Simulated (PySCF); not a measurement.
**Si$_{18}$H$_{30}$: NMR shielding calculation**

Si$_{18}$H$_{30}$, computed with GIAO KT3/pcSseg-1 NMR shielding, non-relativistic, gas phase (PySCF 2.14.0).

The geometry comes from this level: GFN2-xTB. Figures and captions count atoms from 1; the log counts them from 0 in places.

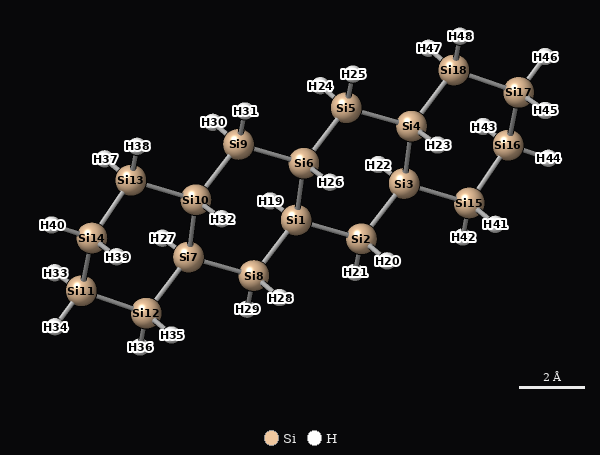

Fig. 1: The structure as given in the input (ball-and-stick view, seen at a tilt; atoms are numbered from 1 in the order of the input).

Input file:
```
{"job": {"kind": "nmr", "xc": "KT3", "basis": "pcSseg-1", "pop": false}, "charge": 0, "multiplicity": 1}
Si    -0.000055     1.145523    -0.274886
Si    -1.995384     2.191164     0.339999
Si    -3.996597     1.150806    -0.262021
Si    -3.996889    -1.150758     0.263480
Si    -1.995327    -2.189498    -0.339233
Si     0.000606    -1.145204     0.273999
Si     3.996260     1.150894    -0.263574
Si     1.995499     2.191277     0.340073
Si     1.995907    -2.190549    -0.340067
Si     3.996138    -1.150159     0.262899
Si     7.910238     1.109137    -0.351225
Si     5.986166     2.221418     0.340511
Si     5.985352    -2.221054    -0.341455
Si     7.909639    -1.108811     0.349712
Si    -5.986295     2.221353     0.342655
Si    -7.909756     1.109681    -0.350785
Si    -7.910533    -1.107716     0.350147
Si    -5.987010    -2.220709    -0.340389
H     -0.000486     1.155203    -1.762644
H     -1.992709     2.296710     1.810696
H     -2.000690     3.597677    -0.098909
H     -4.003222     1.164737    -1.749690
H     -4.002502    -1.163039     1.751056
H     -1.993037    -2.294641    -1.809888
H     -2.000451    -3.595685     0.100321
H      0.000483    -1.154257     1.761445
H      4.002187     1.164361    -1.751301
H      1.993333     2.294905     1.811142
H      2.000771     3.597643    -0.099974
H      1.993295    -2.295055    -1.810812
H      2.000799    -3.596798     0.099669
H      4.002237    -1.163633     1.750420
H      7.944847     1.134509    -1.823937
H      9.147083     1.816587     0.013405
H      6.002748     2.311240     1.811421
H      5.982457     3.631965    -0.079900
H      6.001959    -2.308989    -1.812450
H      5.981616    -3.631905     0.077593
H      7.943906    -1.135120     1.822433
H      9.146261    -1.817216    -0.013543
H     -6.002281     2.308535     1.813737
H     -5.981077     3.632822    -0.074190
H     -7.942195     1.136376    -1.823395
H     -9.146206     1.818429     0.011396
H     -7.945372    -1.133603     1.822656
H     -9.147052    -1.815371    -0.014150
H     -6.002318    -2.309914    -1.811335
H     -5.982501    -3.630916     0.080735
```

The first line tells a small driver script what to run in PySCF; the rest is the geometry in Å.

Hardware: 2 CPU threads, shared host.

Command:
```bash
OMP_NUM_THREADS=2 python <driver script> task.json out
```

Output:
```
start: PBE on a coarse grid of 45839 points
cycle   1  E = -5225.9934256572  dE =  3.391e-01  |g| = 3.720e-01  |ddm| = 6.679e+00
cycle   2  E = -5226.0182440771  dE = -2.482e-02  |g| = 2.389e-01  |ddm| = 8.188e-01
cycle   3  E = -5226.0302875048  dE = -1.204e-02  |g| = 1.187e-01  |ddm| = 5.833e-01
cycle   4  E = -5226.0362559412  dE = -5.968e-03  |g| = 1.624e-02  |ddm| = 2.821e-01
cycle   5  E = -5226.0363353892  dE = -7.945e-05  |g| = 7.731e-03  |ddm| = 4.184e-02
final grid: 347095 points
cycle   6  E = -5270.6796203845  dE = -9.797e-02  |g| = 5.070e-01  |ddm| = 1.242e+00
cycle   7  E = -5270.6895640025  dE = -9.944e-03  |g| = 2.384e-01  |ddm| = 5.594e-01
cycle   8  E = -5270.6931856369  dE = -3.622e-03  |g| = 3.202e-02  |ddm| = 2.396e-01
cycle   9  E = -5270.6935980784  dE = -4.124e-04  |g| = 7.406e-03  |ddm| = 7.543e-02
cycle  10  E = -5270.6936223553  dE = -2.428e-05  |g| = 1.228e-03  |ddm| = 1.945e-02
cycle  11  E = -5270.6936208805  dE =  1.475e-06  |g| = 5.027e-04  |ddm| = 2.930e-03
cycle  12  E = -5270.6936234816  dE = -2.601e-06  |g| = 2.166e-04  |ddm| = 1.424e-03
cycle  13  E = -5270.6936206264  dE =  2.855e-06  |g| = 3.837e-05  |ddm| = 5.327e-04
converged SCF energy = -5270.6936206264

GIAO shielding tensors (ppm)
atom      isotropic    diamagn.    paramagn.     s11        s22        s33       span
  0 Si     475.596     887.408    -411.812    444.260    486.529    495.999     51.739
  1 Si     464.116     885.652    -421.535    434.530    469.234    488.585     54.055
  2 Si     476.479     886.659    -410.180    445.323    489.457    494.656     49.333
  3 Si     476.534     886.672    -410.137    445.397    489.542    494.664     49.266
  4 Si     464.223     885.653    -421.431    434.569    469.637    488.462     53.892
  5 Si     475.771     887.415    -411.644    444.359    486.637    496.317     51.959
  6 Si     476.473     886.654    -410.182    445.438    489.397    494.583     49.146
  7 Si     464.006     885.651    -421.645    434.475    469.355    488.188     53.712
  8 Si     464.155     885.658    -421.503    434.606    469.466    488.395     53.789
  9 Si     476.563     886.655    -410.092    445.529    489.493    494.668     49.140
 10 Si     474.372     881.768    -407.397    453.503    476.625    492.986     39.483
 11 Si     468.270     883.580    -415.310    445.448    467.966    491.395     45.947
 12 Si     468.318     883.580    -415.262    445.454    468.118    491.383     45.930
 13 Si     474.421     881.769    -407.348    453.466    476.610    493.186     39.720
 14 Si     468.314     883.607    -415.293    445.453    468.001    491.488     46.035
 15 Si     474.512     881.790    -407.278    453.598    476.755    493.182     39.584
 16 Si     474.496     881.779    -407.284    453.628    476.707    493.152     39.524
 17 Si     468.296     883.606    -415.309    445.458    468.188    491.243     45.786
 18 H       28.027      35.281      -7.254     24.687     28.048     31.346      6.659
 19 H       28.139      33.761      -5.622     24.072     28.080     32.265      8.194
 20 H       28.060      32.949      -4.889     22.406     27.699     34.075     11.669
 21 H       28.111      34.421      -6.310     24.894     27.763     31.677      6.783
 22 H       28.112      34.427      -6.316     24.897     27.760     31.679      6.782
 23 H       28.141      33.759      -5.619     24.070     28.084     32.269      8.199
 24 H       28.063      32.949      -4.886     22.403     27.705     34.080     11.678
 25 H       28.032      35.291      -7.258     24.690     28.056     31.351      6.661
 26 H       28.110      34.413      -6.303     24.893     27.758     31.678      6.785
 27 H       28.134      33.758      -5.624     24.070     28.075     32.257      8.186
 28 H       28.056      32.947      -4.891     22.403     27.696     34.069     11.666
 29 H       28.139      33.762      -5.624     24.072     28.079     32.265      8.192
 30 H       28.061      32.950      -4.889     22.406     27.700     34.077     11.671
 31 H       28.113      34.416      -6.303     24.895     27.761     31.683      6.788
 32 H       28.212      29.241      -1.029     25.245     26.218     33.174      7.929
 33 H       28.048      26.639       1.409     23.615     25.191     35.339     11.724
 34 H       28.210      30.644      -2.434     24.788     26.904     32.939      8.151
 35 H       28.057      29.635      -1.578     23.055     26.613     34.502     11.447
 36 H       28.211      30.648      -2.437     24.792     26.907     32.936      8.143
 37 H       28.059      29.636      -1.577     23.055     26.614     34.508     11.452
 38 H       28.213      29.244      -1.030     25.245     26.220     33.175      7.930
 39 H       28.050      26.642       1.408     23.616     25.193     35.342     11.726
 40 H       28.212      30.665      -2.453     24.795     26.905     32.936      8.141
 41 H       28.060      29.653      -1.593     23.057     26.615     34.508     11.451
 42 H       28.216      29.258      -1.042     25.245     26.226     33.178      7.933
 43 H       28.054      26.654       1.400     23.618     25.194     35.349     11.731
 44 H       28.216      29.247      -1.031     25.247     26.220     33.181      7.934
 45 H       28.052      26.643       1.409     23.616     25.195     35.347     11.730
 46 H       28.211      30.660      -2.449     24.786     26.907     32.938      8.152
 47 H       28.058      29.650      -1.592     23.054     26.615     34.506     11.452
```

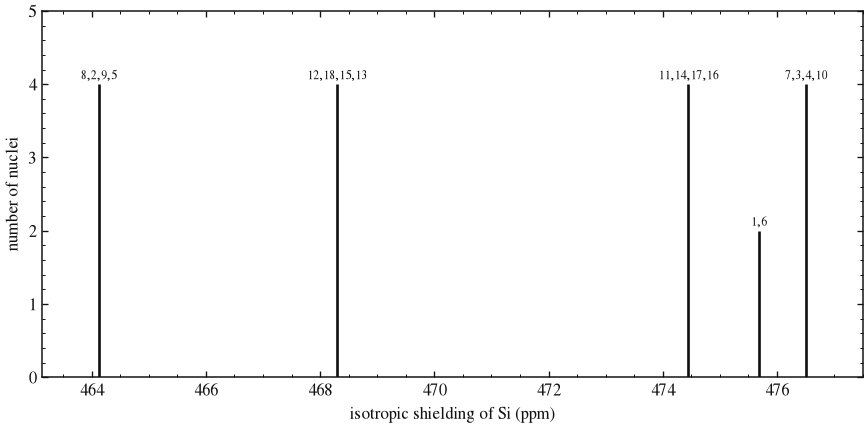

Fig. 2: Isotropic shieldings of the silicon nuclei in this fixed geometry, labelled by atom number; shielding grows to the right, so chemical shift grows to the left. The least shielded is Si8 (464.0 ppm), the most shielded Si10 (476.6 ppm).

Results in brief:

```json
{"quantity": "outcome", "value": "converged"}
{"quantity": "total energy", "value": "−5270.693621 hartree"}
{"quantity": "HOMO", "value": "−6.51 eV"}
{"quantity": "LUMO", "value": "−2.65 eV"}
{"quantity": "dipole moment", "value": "0.01 D"}
{"quantity": "isotropic shielding, Si", "value": "464.0 to 476.6 ppm"}
{"quantity": "isotropic shielding, H", "value": "28.0 to 28.2 ppm"}
{"quantity": "wall time", "value": "52 s (CPU time 95 s)"}
{"quantity": "peak memory", "value": "1 GiB"}
```
